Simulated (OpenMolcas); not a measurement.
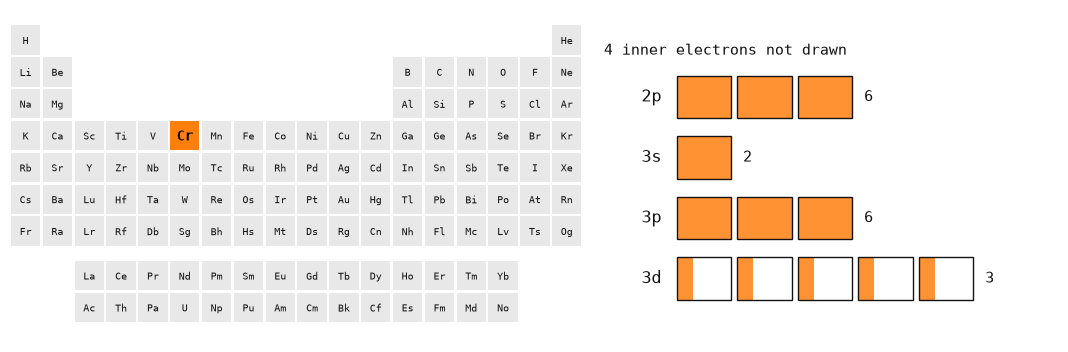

**Figure 1.** Left, the place of chromium in the periodic table; right, the outer shells of the leading configuration of the lowest level: a box for each of the 2l + 1 orbitals, shaded by the share of the shell that is filled, with the electron count at the right.

**Multiconfigurational calculation for Cr³⁺ complex (part 1 of 2)**

System: Cr³⁺ with 6 ligands (OH; octahedron, 1.95 Å), neutralised by 6 outer point charges of +0.5 e, whose field is part of the energies.
Method: state-averaged CASSCF, active space 3 electrons in the shell 3d, basis ANO-RCC-VTZP on the metal and ANO-RCC-VDZP on the ligands, DKH2 scalar Hamiltonian, spin-orbit coupling by RASSI with atomic mean-field integrals (OpenMolcas).

### Input file
```
&GATEWAY
Coord
13

Cr 0.0 0.0 0.0
O 1.950000 0.000000 0.000000
H 2.359940 0.879119 0.000000
O 0.000000 1.950000 0.000000
H 0.000000 2.359940 0.879119
O -1.950000 0.000000 0.000000
H -2.359940 -0.879119 0.000000
O 0.000000 -1.950000 0.000000
H 0.000000 -2.359940 -0.879119
O 0.000000 0.000000 1.950000
H 0.879119 0.000000 2.359940
O 0.000000 0.000000 -1.950000
H -0.879119 0.000000 -2.359940
Basis=Cr.ANO-RCC-VTZP,H.ANO-RCC-VDZP,O.ANO-RCC-VDZP
Group=XYZ
NoMove
AngMom=0.0 0.0 0.0
AMFI
RICD
XField
3 Angstrom 0
5.150000 0.000000 0.000000 0.500000
0.000000 5.150000 0.000000 0.500000
0.000000 0.000000 5.150000 0.500000
&SEWARD
&RASSCF
FileOrb=start.orb
Symmetry=1
Spin=4
nActEl=3 0 0
Inactive=18 21
Ras2=5 0
CIRoot=10 10 1
SDav=10
CIMx=300
Iter=150 100
PrWF=0.3
OrbListing=Nothing
MaxOrb=0
LevShft=1.0
>>> COPY $Project.JobIph JOB001
&RASSCF
FileOrb=start.orb
Symmetry=1
Spin=2
nActEl=3 0 0
Inactive=18 21
Ras2=5 0
CIRoot=40 40 1
SDav=40
CIMx=300
Iter=150 100
PrWF=0.3
OrbListing=Nothing
MaxOrb=0
LevShft=1.0
>>> COPY $Project.JobIph JOB002
&RASSI
NrOfJobIphs=2 10 40
1 2 3 4 5 6 7 8 9 10
1 2 3 4 5 6 7 8 9 10 11 12 13 14 15 16 17 18 19 20 21 22 23 24 25 26 27
28 29 30 31 32 33 34 35 36 37 38 39 40
IphNames
JOB001
JOB002
EJob
SpinOrbit
DIPRint=1.0
SOCoupling=1000.0
Subsets=2
Property=9
'ANGMOM' 1 'ANGMOM' 2 'ANGMOM' 3 'MLTPL  1' 1 'MLTPL  1' 2 'MLTPL  1' 3
'AMFI' 1 'AMFI' 2 'AMFI' 3
SOProperty=3
'ANGMOM' 1 'ANGMOM' 2 'ANGMOM' 3
```

The file start.orb holds starting orbitals from an earlier step. A driver script formed the levels outside the program, from RASSI's spin-orbit matrix and the active-space energies, averaged over the components of each term or state.

Run as:
```bash
OMP_NUM_THREADS=1 MOLCAS_MEM=2457 MOLCAS_PROJECT=a pymolcas a.inp > a.log  # once for each step of the input, in one work folder
```

### Output (extracts)
```
--- SEWARD ---
Basis set label: CR.ANO-RCC...6S5P3D2F1G.

      Electronic valence basis set:
      ------------------
      Associated Effective Charge  24.000000 au
      Associated Actual Charge     24.000000 au
      Nuclear Model: Point charge

      Shell  nPrim  nBasis  Cartesian Spherical Contaminant
         s      21       6        X
         p      15       5        X
         d      10       3                 X
         f       6       2                 X
         g       4       1                 X
                  Relativistic Douglas-Kroll-Hess integrals:
                    - DKH order of Hamiltonian: 2
                    - DKH order of Properties : 0
                  Atomic mean-field integrals
--- RASSCF ---
Wave function specifications:
      -----------------------------

      Number of closed shell electrons          78
      Number of electrons in active shells       3
      Max number of holes in RAS1 space          0
      Max nr of electrons in RAS3 space          0
      Number of inactive orbitals               39
      Number of active orbitals                  5
      Number of secondary orbitals             129
      Spin quantum number                      1.5
      State symmetry                             1
Orbital specifications:
      -----------------------

      Symmetry species                           1   2
                                                ag  au
      Frozen orbitals                            0   0
      Inactive orbitals                         18  21
      Active orbitals                            5   0
      RAS1 orbitals                              0   0
      RAS2 orbitals                              5   0
      RAS3 orbitals                              0   0
      Secondary orbitals                        64  65
      Deleted orbitals                           0   0
      Number of basis functions                 87  86
      Number of CSFs                            10
      Number of root(s) required                10
      Iter CI   SX   CI       RASSCF       Energy    max ROT     max BLB   max BLB  Level Ln srch  Step   QN
          iter iter root      energy       change     param      element    value   shift minimum  type update
 Nr of preliminary CI iterations:   1
      Total energies have been shifted. Add                -1000.00 au
        1   1   15    0  -502.95535545    0.00E+00  -1.10E-01*   6  34 2 -2.74E-01*  0.84   0.00    SX    NO
        2   1   18    0  -503.26358530   -3.08E-01* -3.54E-02    4  32 2  8.82E-02*  0.74   0.00    SX    NO
        3   1   17    0  -503.31068636   -4.71E-02*  1.86E-02   17  21 1  3.45E-02*  0.77   0.00    SX    NO
        4   1   16    0  -503.32169401   -1.10E-02*  9.71E-03   13  24 1  1.85E-02*  0.78   0.00    SX    NO
        5   1   15    0  -503.32519309   -3.50E-03*  1.29E-02   13  24 1  1.15E-02*  0.78   2.45    LS   YES
        6   1   14    0  -503.32707620   -1.88E-03* -1.50E-03    4  32 2 -6.04E-03*  0.79   1.09    QN   YES
        7   1   14    0  -503.32727963   -2.03E-04* -1.40E-03   18  48 1 -2.25E-03*  0.79   1.95    LS   YES
        8   1   14    0  -503.32734272   -6.31E-05*  9.95E-04    4  32 2  2.98E-03*  0.79   1.02    QN   YES
        9   1   13    0  -503.32740262   -5.99E-05*  8.49E-04   13  24 1 -1.37E-03*  0.79   1.86    LS   YES
       10   1   13    0  -503.32741892   -1.63E-05*  1.04E-03    1  32 2  1.80E-03*  0.79   1.01    QN   YES
       11   1   12    0  -503.32743891   -2.00E-05*  6.16E-04   10  50 1  6.62E-04*  0.79   1.60    LS   YES
       12   1   12    0  -503.32744214   -3.23E-06* -2.55E-04    6  34 2  9.86E-04*  0.79   1.00    QN   YES
       13   1   11    0  -503.32744593   -3.79E-06* -2.69E-04   13  24 1 -3.43E-04*  0.79   1.50    QN   YES
       14   1   10    0  -503.32744718   -1.25E-06*  1.81E-04   13  24 1 -2.04E-04*  0.79   1.35    QN   YES
       15   1    9    0  -503.32744749   -3.10E-07*  9.63E-05    3  30 1 -9.93E-05   0.79   1.44    QN   YES
       16   1    8    0  -503.32744758   -8.82E-08*  3.42E-05   16  24 1  3.54E-05   0.79   1.33    QN   YES
       17   1    7    0  -503.32744760   -1.96E-08* -2.03E-05   16  45 1  2.15E-05   0.79   1.44    QN   YES
       18   1    7    0  -503.32744760   -6.13E-09   1.28E-05   16  45 1  1.20E-05   0.79   1.42    QN   YES
      Convergence after 18 iterations
       19   1    7    0  -503.32744761   -2.00E-09   1.28E-05   16  24 1  6.54E-06   0.79   1.42    QN   YES
      Natural orbitals and occupation numbers for root  1
      sym 1:   1.000000   0.999976   0.000024   0.999976   0.000024
      Natural orbitals and occupation numbers for root  2
      sym 1:   1.000000   0.251266   0.748734   0.748734   0.251266
      Natural orbitals and occupation numbers for root  3
      sym 1:   0.251266   1.000000   0.251266   0.748734   0.748734
::    RASSCF root number  1 Total energy:  -1503.43882690
::    RASSCF root number  2 Total energy:  -1503.36415400
::    RASSCF root number  3 Total energy:  -1503.36415400
::    RASSCF root number  4 Total energy:  -1503.36372622
::    RASSCF root number  5 Total energy:  -1503.32619211
::    RASSCF root number  6 Total energy:  -1503.32225734
::    RASSCF root number  7 Total energy:  -1503.32225734
::    RASSCF root number  8 Total energy:  -1503.25940483
::    RASSCF root number  9 Total energy:  -1503.25940483
::    RASSCF root number 10 Total energy:  -1503.25409847
--- RASSCF ---
Wave function specifications:
      -----------------------------

      Number of closed shell electrons          78
      Number of electrons in active shells       3
      Max number of holes in RAS1 space          0
      Max nr of electrons in RAS3 space          0
      Number of inactive orbitals               39
      Number of active orbitals                  5
      Number of secondary orbitals             129
      Spin quantum number                      0.5
      State symmetry                             1
Orbital specifications:
      -----------------------

      Symmetry species                           1   2
                                                ag  au
      Frozen orbitals                            0   0
      Inactive orbitals                         18  21
      Active orbitals                            5   0
      RAS1 orbitals                              0   0
      RAS2 orbitals                              5   0
      RAS3 orbitals                              0   0
      Secondary orbitals                        64  65
      Deleted orbitals                           0   0
      Number of basis functions                 87  86
      Number of CSFs                            40
      Number of root(s) required                40
      Iter CI   SX   CI       RASSCF       Energy    max ROT     max BLB   max BLB  Level Ln srch  Step   QN
          iter iter root      energy       change     param      element    value   shift minimum  type update
 Nr of preliminary CI iterations:   1
      Total energies have been shifted. Add                -1000.00 au
        1   1   15    0  -503.22258128    0.00E+00  -1.20E-02   20  26 1 -1.29E-02*  0.76   0.00    SX    NO
        2   1   15    0  -503.22389727   -1.32E-03*  3.66E-03   14  23 1 -6.70E-03*  0.75   0.00    SX    NO
        3   1   14    0  -503.22423076   -3.33E-04*  2.30E-03   14  23 1 -3.55E-03*  0.75   0.00    SX    NO
        4   1   14    0  -503.22433373   -1.03E-04*  1.24E-03   14  23 1 -2.35E-03*  0.75   0.00    SX    NO
        5   1   13    0  -503.22436896   -3.52E-05*  1.80E-03   14  23 1 -1.38E-03*  0.75   2.46    LS   YES
        6   1   13    0  -503.22438815   -1.92E-05* -2.30E-04    6  30 1  7.95E-04*  0.75   1.01    QN   YES
        7   1   11    0  -503.22438936   -1.21E-06*  1.78E-04   20  26 1  1.49E-04*  0.75   1.28    QN   YES
        8   1   10    0  -503.22438986   -4.95E-07*  8.38E-05    6  30 1 -1.27E-04*  0.75   1.47    LS   YES
        9   1   10    0  -503.22438991   -5.63E-08* -2.58E-05    6  30 1 -1.75E-04*  0.75   1.00    QN   YES
       10   1    9    0  -503.22438999   -7.62E-08* -3.30E-05    6  30 1 -6.16E-05   0.75   2.28    LS   YES
       11   1    9    0  -503.22439003   -3.53E-08*  2.78E-05    6  30 1  8.33E-05   0.75   1.01    QN   YES
       12   1    8    0  -503.22439004   -1.93E-08*  1.56E-05    6  30 1  3.43E-05   0.75   1.68    QN   YES
       13   1    7    0  -503.22439005   -6.26E-09   5.36E-06   13  24 1  8.44E-06   0.75   1.20    QN   YES
      Convergence after 13 iterations
       14   1    7    0  -503.22439005   -1.06E-09   5.36E-06   13  24 1  5.98E-06   0.75   1.20    QN   YES
      Natural orbitals and occupation numbers for root  1
      sym 1:   0.961354   0.973803   0.009293   1.017784   0.037766
      Natural orbitals and occupation numbers for root  2
      sym 1:   0.979622   1.015996   0.037738   0.957326   0.009318
      Natural orbitals and occupation numbers for root  3
      sym 1:   0.980599   1.031570   0.016476   0.952669   0.018686
::    RASSCF root number  1 Total energy:  -1503.35031381
::    RASSCF root number  2 Total energy:  -1503.35031381
::    RASSCF root number  3 Total energy:  -1503.34616561
::    RASSCF root number  4 Total energy:  -1503.34616561
::    RASSCF root number  5 Total energy:  -1503.34500895
::    RASSCF root number  6 Total energy:  -1503.31305078
::    RASSCF root number  7 Total energy:  -1503.31043446
::    RASSCF root number  8 Total energy:  -1503.31043446
::    RASSCF root number  9 Total energy:  -1503.29022422
::    RASSCF root number 10 Total energy:  -1503.27856304
::    RASSCF root number 11 Total energy:  -1503.27856304
::    RASSCF root number 12 Total energy:  -1503.27730966
::    RASSCF root number 13 Total energy:  -1503.27368400
::    RASSCF root number 14 Total energy:  -1503.27277696
::    RASSCF root number 15 Total energy:  -1503.27277696
::    RASSCF root number 16 Total energy:  -1503.26267459
::    RASSCF root number 17 Total energy:  -1503.26267459
::    RASSCF root number 18 Total energy:  -1503.24688180
::    RASSCF root number 19 Total energy:  -1503.24528042
::    RASSCF root number 20 Total energy:  -1503.24528042
::    RASSCF root number 21 Total energy:  -1503.21208346
::    RASSCF root number 22 Total energy:  -1503.21208346
::    RASSCF root number 23 Total energy:  -1503.21100643
::    RASSCF root number 24 Total energy:  -1503.20217923
::    RASSCF root number 25 Total energy:  -1503.20217923
::    RASSCF root number 26 Total energy:  -1503.20134931
::    RASSCF root number 27 Total energy:  -1503.19733240
::    RASSCF root number 28 Total energy:  -1503.18700168
::    RASSCF root number 29 Total energy:  -1503.18481826
::    RASSCF root number 30 Total energy:  -1503.18481826
```

(Continued in part 2.) Outcome of the run: converged.
